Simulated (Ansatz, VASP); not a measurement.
# GaN in two plane-wave programs, part 2 of 2

Aim: how closely do two programs agree when they are given the same cell, functional and k mesh?

VASP 6.6.1 and Ansatz 0.2.0.

So far: Starting point; Ansatz: band structure, PBE0.

The database entry behind the starting cell has ideal inner coordinates that were not refined, so it need not match the best structure at ambient conditions.

### 3. VASP: band structure, PBE0

Level of this step: PBE0; plane waves and PAW (Ga_d, N) (VASP).

The same cell, functional, mesh and smearing now go to VASP, with its own data sets and cutoff.

Lines of VASP's logs that name or quote its potential files are left out, and so is its time.

INCAR

```
SYSTEM = GaN
PREC = Accurate
ENCUT = 460
EDIFF = 1E-06
NELM = 100
ISMEAR = 0
SIGMA = 0.03
LREAL = .FALSE.
ALGO = Normal
LHFCALC = .TRUE.
AEXX = 0.25
GGA = PE
LASPH = .TRUE.
NBANDS = 24
PRECFOCK = Fast
HFRCUT = -1
LORBIT = 11
LWAVE = .FALSE.
LCHARG = .FALSE.
KPAR = 8
```

POSCAR

```
GaN
1.0
    3.1900000000      0.0000000000      0.0000000000
   -1.5950000000      2.7626210381      0.0000000000
    0.0000000000      0.0000000000      5.1890000000
Ga N
2 2
Direct
    0.3333333333      0.6666666667      0.5000000000
    0.6666666667      0.3333333333      0.0000000000
    0.3333333333      0.6666666667      0.8750000000
    0.6666666667      0.3333333333      0.3750000000
```

KPOINTS

```
Automatic mesh
0
Gamma
5 5 3
0 0 0
```

KPOINTS_OPT

```
Line mode
10
Line-mode
Reciprocal
  0.00000000   0.00000000   0.00000000 GAMMA
  0.50000000   0.00000000   0.00000000 M

  0.50000000   0.00000000   0.00000000 M
  0.33333333   0.33333333   0.00000000 K

  0.33333333   0.33333333   0.00000000 K
  0.00000000   0.00000000   0.00000000 GAMMA

  0.00000000   0.00000000   0.00000000 GAMMA
  0.00000000   0.00000000   0.50000000 A

  0.00000000   0.00000000   0.50000000 A
  0.50000000   0.00000000   0.50000000 L

  0.50000000   0.00000000   0.50000000 L
  0.33333333   0.33333333   0.50000000 H

  0.33333333   0.33333333   0.50000000 H
  0.00000000   0.00000000   0.50000000 A

  0.50000000   0.00000000   0.50000000 L
  0.50000000   0.00000000   0.00000000 M

  0.33333333   0.33333333   0.00000000 K
  0.33333333   0.33333333   0.50000000 H
```

PAW data sets: Ga_d and N (PBE family, release 64).

The run is started by

```sh
> mpirun -np 8 vasp_std
```

Numbers of over 12 decimals in the logs are rounded to 6 here.

The program printed:

```text
[banner, memory and clock lines left out]
running    8 mpi-ranks, on    1 nodes
 distrk:  each k-point on    1 cores,    8 groups
 distr:  one band on    1 cores,    1 groups

 POSCAR found type information on POSCAR GaN
 POSCAR found :  2 types and       4 ions
|                                                                             |
|           W    W    AA    RRRRR   N    N  II  N    N   GGGG   !!!           |
|           W    W   A  A   R    R  NN   N  II  NN   N  G    G  !!!           |
|           W    W  A    A  R    R  N N  N  II  N N  N  G       !!!           |
|           W WW W  AAAAAA  RRRRR   N  N N  II  N  N N  G  GGG   !            |
|           WW  WW  A    A  R   R   N   NN  II  N   NN  G    G                |
|           W    W  A    A  R    R  N    N  II  N    N   GGGG   !!!           |
|                                                                             |
|     For optimal performance we recommend to set                             |
|       NCORE = 2 up to number-of-cores-per-socket                            |
|     NCORE specifies how many cores store one orbital (NPAR=cpu/NCORE).      |
|     This setting can greatly improve the performance of VASP for DFT.       |
|     The default, NCORE=1 might be grossly inefficient on modern             |
|     multi-core architectures or massively parallel machines. Do your        |
|     Unfortunately you need to use the default for GW and RPA                |
|     calculations (for HF NCORE is supported but not extensively tested      |
|     yet).                                                                   |
|                                                                             |

 LDA part: xc-table for (Slater+PW92), standard interpolation
 found WAVECAR, reading the header
 POSCAR, INCAR and KPOINTS ok, starting setup
 FFT: planning ... GRIDC
 FFT: planning ... GRID_SOFT
 FFT: planning ... GRID
 HFRCUT set to (new)   9.355265
 reading WAVECAR
 the WAVECAR file was read successfully
 initial charge from wavefunction
 entering main loop
       N       E                     dE             d eps       ncg     rms          rms(c)
DAV:   1    -0.313572983675E+02   -0.31357E+02   -0.22276E+00   664   0.353E+01    0.119E+00
DAV:   2    -0.313459095804E+02    0.11389E-01   -0.21661E-01   792   0.775E+00    0.832E-01
DAV:   3    -0.313327295730E+02    0.13180E-01   -0.37192E-02   712   0.301E+00    0.480E-01
DAV:   4    -0.313322330124E+02    0.49656E-03   -0.79379E-03   832   0.104E+00    0.270E-01
DAV:   5    -0.313319370602E+02    0.29595E-03   -0.61207E-04   760   0.341E-01    0.149E-01
DAV:   6    -0.313317932693E+02    0.14379E-03   -0.17889E-04   672   0.115E-01    0.748E-02
DAV:   7    -0.313317506416E+02    0.42628E-04   -0.28587E-05   624   0.485E-02    0.402E-02
DAV:   8    -0.313317343190E+02    0.16323E-04   -0.45035E-06   600   0.306E-02    0.234E-02
DAV:   9    -0.313317287297E+02    0.55893E-05   -0.32972E-06   512   0.191E-02    0.137E-02
DAV:  10    -0.313317269676E+02    0.17621E-05   -0.14397E-06   360   0.970E-03    0.833E-03
DAV:  11    -0.313317263429E+02    0.62471E-06   -0.42967E-07   256   0.575E-03
   1 F= -.31331726E+02 E0= -.31331726E+02  d E =-.295307E-20
 Start KPOINTS_OPT (optional k-point list driver)
k-point batch [1-10\90]
       N       E                     dE             ncg
DAV:   1     0.775817664842E+03   -0.61195E+04      520
DAV:   2    -0.217241361148E+04   -0.29482E+04      504
DAV:   3    -0.255011126768E+04   -0.37770E+03      520
DAV:   4    -0.256912503806E+04   -0.19014E+02      696
DAV:   5    -0.256951873490E+04   -0.39370E+00      624
DAV:   6    -0.256952852949E+04   -0.97946E-02      760
DAV:   7    -0.256952872817E+04   -0.19869E-03      600
DAV:   8    -0.256952873315E+04   -0.49742E-05      512
DAV:   9    -0.256952873336E+04   -0.21134E-06      416
[...]
k-point batch [81-90\90]
       N       E                     dE             ncg
DAV:   1     0.551116950735E+03   -0.14133E+05      520
DAV:   2    -0.234706287495E+04   -0.28982E+04      520
DAV:   3    -0.268314337412E+04   -0.33608E+03      568
DAV:   4    -0.269680617769E+04   -0.13663E+02      616
DAV:   5    -0.269711477393E+04   -0.30860E+00      560
DAV:   6    -0.269712554471E+04   -0.10771E-01      712
DAV:   7    -0.269712567957E+04   -0.13487E-03      576
DAV:   8    -0.269712568094E+04   -0.13688E-05      416
DAV:   9    -0.269712568112E+04   -0.17781E-06      392
```

OUTCAR, selected parts (step 3):

```text
ion  position               nearest neighbor table
   1  0.333  0.667  0.500-   3 1.95   4 1.95   4 1.95   4 1.95
   2  0.667  0.333  0.000-   4 1.95   3 1.95   3 1.95   3 1.95
   3  0.333  0.667  0.875-   1 1.95   2 1.95   2 1.95   2 1.95
   4  0.667  0.333  0.375-   2 1.95   1 1.95   1 1.95   1 1.95

  LATTYP: Found a hexagonal cell.
 ALAT       =     3.1900000000
 C/A-ratio  =     1.6266457680

 Subroutine GETGRP returns: Found 12 space group operations
 (whereof  6 operations were pure point group operations)

The static configuration has the point symmetry C_3v.
 The point group associated with its full space group is C_6v.

 Found     10 irreducible k-points:

   k-points           NKPTS =     10   k-points in BZ     NKDIM =     75   number of bands    NBANDS=     24

   dimension x,y,z NGX =    24 NGY =   24 NGZ =   36
   dimension x,y,z NGXF=    48 NGYF=   48 NGZF=   72

   ENCUT  =  460.0 eV  33.81 Ry    5.81 a.u.   5.58  5.58  9.07*2*pi/ulx,y,z

   NELECT =      36.0000    total number of electrons

 k-points in reciprocal lattice and weights: Automatic mesh
   0.00000000  0.00000000  0.00000000       0.013
   0.20000000  0.00000000  0.00000000       0.080
   0.40000000 -0.00000000  0.00000000       0.080
   0.20000000  0.20000000  0.00000000       0.080
   0.40000000  0.20000000  0.00000000       0.080
   0.00000000  0.00000000  0.33333333       0.027
   0.20000000  0.00000000  0.33333333       0.160
   0.40000000 -0.00000000  0.33333333       0.160
   0.20000000  0.20000000  0.33333333       0.160
   0.40000000  0.20000000  0.33333333       0.160

  exchange ACFDT corr.  =         0.00000000  see jH, gK, PRB 81, 115126

 average (electrostatic) potential at core
       1 -56.0813       2 -56.0813       3 -56.5259       4 -56.5259

 E-fermi :   4.3046

 k-point     1 :       0.0000    0.0000    0.0000
  band No.  band energies     occupation
    ...
     14       2.9744      2.00000
     15       2.9744      2.00000
     16       4.0633      2.00000
     17       4.1159      2.00000
     18       4.1159      2.00000
     19       8.0038      0.00000
     20      10.5443      0.00000
     21      15.8455      0.00000
     22      16.3211      0.00000
     23      16.3211      0.00000
    ...

 k-point     2 :       0.2000    0.0000    0.0000
  band No.  band energies     occupation
    ...
     14       0.6384      2.00000
     15       1.8256      2.00000
     16       2.2433      2.00000
     17       3.6058      2.00000
     18       3.7582      2.00000
     19       9.9761      0.00000
     20      12.1619      0.00000
     21      14.2075      0.00000
     22      15.1513      0.00000
     23      16.8337      0.00000
    ...

 k-point     3 :       0.4000   -0.0000    0.0000
  band No.  band energies     occupation
    ...
     14      -1.2740      2.00000
     15      -0.6210      2.00000
     16       1.2895      2.00000
     17       2.2052      2.00000
     18       3.1485      2.00000
     19      11.2215      0.00000
     20      11.9309      0.00000
     21      12.4945      0.00000
     22      15.1798      0.00000
     23      16.8763      0.00000
    ...

  energy-cutoff  :      460.00
  volume of cell :       45.73
      direct lattice vectors                 reciprocal lattice vectors
     3.190000000  0.000000000  0.000000000     0.313479624  0.180987545  0.000000000
    -1.595000000  2.762621038  0.000000000     0.000000000  0.361975090  0.000000000
     0.000000000  0.000000000  5.189000000     0.000000000  0.000000000  0.192715359

 POSITION                                       TOTAL-FORCE (eV/Angst)
 -----------------------------------------------------------------------------------
     -0.00000      1.84175      2.59450         0.000000      0.000000     -0.136047
      1.59500      0.92087      0.00000        -0.000000      0.000000     -0.136047
     -0.00000      1.84175      4.54038         0.000000     -0.000000      0.136047
      1.59500      0.92087      1.94588        -0.000000      0.000000      0.136047
 -----------------------------------------------------------------------------------
    total drift:                               -0.000000     -0.000002      0.001307

  FREE ENERGIE OF THE ION-ELECTRON SYSTEM (eV)
  ---------------------------------------------------
  free  energy   TOTEN  =       -31.3317263429 eV

  energy  without entropy=      -31.3317263429  energy(sigma->0) =      -31.33172634

 total charge
# of ion       s       p       d       tot
------------------------------------------
    1        0.750   0.890  10.201  11.841
    2        0.750   0.890  10.201  11.841
    3        1.224   2.531   0.000   3.755
    4        1.224   2.531   0.000   3.755
--------------------------------------------------
tot          3.948   6.842  20.402  31.192

[... 3 further parts left out ...]
```

### 4. Side by side

Known differences besides the PAW data sets themselves: exact exchange at q = 0 is treated differently, which shows on coarse meshes; VASP keeps PBE cores, Ansatz makes them for the functional; the cutoff is 420 eV in Ansatz and 460 eV in VASP; VASP takes a coarser grid for exact exchange (PRECFOCK = Fast). Total energies have different zeros and are not compared.

Both answers:

```tsv
quantity	Ansatz	VASP	difference
gap over the path points (eV)	3.858	3.888	-0.030
```

Forces (eV/Å; atoms numbered as in POSCAR):

```tsv
atom	Ansatz x, y, z	VASP x, y, z
Ga1	0.000, 0.000, -0.139	0.000, 0.000, -0.136
Ga2	0.000, 0.000, -0.139	0.000, 0.000, -0.136
N3	0.000, 0.000, 0.139	0.000, 0.000, 0.136
N4	0.000, 0.000, 0.139	0.000, 0.000, 0.136
```

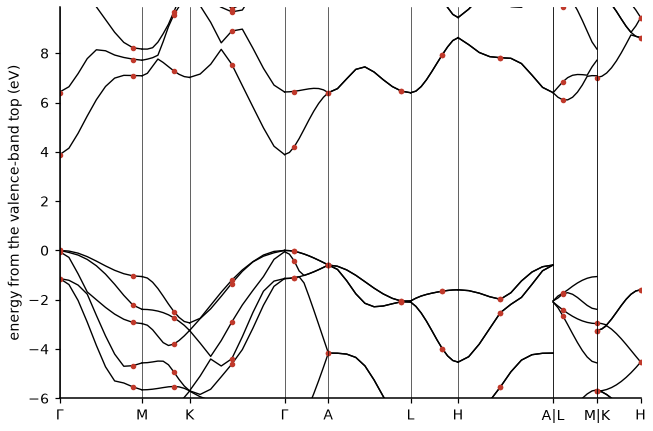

Bands from VASP (lines) and levels from Ansatz (dots). Dots without a line are higher empty bands that the VASP plot leaves out.

Levels at points of the path, from each program's valence-band top (eV; 4 filled, then empty):

```tsv
k (reciprocal lattice)	Ansatz	VASP
0.000 0.000 0.000	-1.14 -0.06 0.00 0.00 3.86 6.41 11.70	-1.14 -0.05 0.00 0.00 3.89 6.43 11.73
0.444 0.000 0.000	-4.68 -2.92 -2.23 -1.03 7.08 7.74 8.21	-4.68 -2.92 -2.22 -1.03 7.10 7.76 8.22
0.389 0.222 0.000	-4.93 -3.81 -2.74 -2.48 7.27 9.54 9.66	-4.92 -3.80 -2.73 -2.47 7.29 9.55 9.67
0.185 0.185 0.000	-4.40 -2.92 -1.35 -1.21 7.53 8.89 9.67	-4.40 -2.90 -1.33 -1.21 7.55 8.90 9.68
0.000 0.000 0.111	-1.11 -0.44 -0.04 -0.04 4.18 6.43 11.60	-1.11 -0.43 -0.04 -0.04 4.21 6.46 11.62
0.000 0.000 0.500	-0.59 -0.59 -0.59 -0.59 6.37 6.37 10.84	-0.59 -0.59 -0.59 -0.59 6.40 6.40 10.85
0.444 0.000 0.500	-2.09 -2.09 -2.06 -2.06 6.45 6.45 10.12	-2.08 -2.08 -2.06 -2.06 6.46 6.46 10.13
0.389 0.222 0.500	-3.99 -3.99 -1.66 -1.66 7.93 7.93 10.16	-3.98 -3.98 -1.66 -1.66 7.94 7.94 10.18
0.185 0.185 0.500	-2.54 -2.54 -1.99 -1.99 7.80 7.80 10.16	-2.53 -2.53 -1.98 -1.98 7.82 7.82 10.17
0.500 0.000 0.389	-2.66 -2.41 -1.76 -1.74 6.10 6.83 9.87	-2.65 -2.41 -1.76 -1.74 6.11 6.84 9.88
```

The forces differ by 1.5 meV/Å r.m.s., which is 1.9 % of the r.m.s. force of 0.08 eV/Å (both taken over all components). Among the levels compared (up to four filled and three empty ones at each point), filled levels agree within 12 meV and empty ones within 30 meV.

### 5. What came out

- difference in gap over the path points (band structure, PBE0): -0.030 eV

The difference in gap over the path points is -0.030 eV (band structure, PBE0), within the 0.08 eV picked in this series as the mark of a large difference. How closely two codes agree says nothing of how well the functional describes the real material.

[Lines on the potential files, build, host, timing and source positions are cut from VASP's logs without a mark.]

[Logs are printed without paths, hosts, clocks, repeated set-up lines and the standing remarks that a program may print on its own settings, such as how far it seeks lower states.]

[Hosts, paths, dates, database ids (printed as entryN), source tags and the programs' standing remarks are cut or masked in the printed files.]
